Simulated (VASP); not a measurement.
Band structure of La₂O₃ (space group P-3m1). Computed with PBE GGA, VASP's PBE PAW potentials (set 64) (plane waves; VASP 6.6.1).

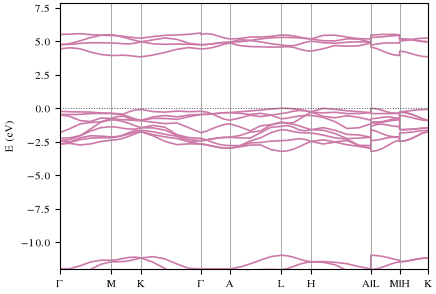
Fig. 1. Bands along high-symmetry lines, zero at the valence-band maximum or, without a gap, the Fermi level

Task: Read the plot: is there a gap, and where are the band edges?

Result: The gap is indirect, 3.84 eV, from the valence maximum at L to the conduction minimum at K.

The structure is a typed La2O3 crystal (P-3m1). The cell was not relaxed at this level.
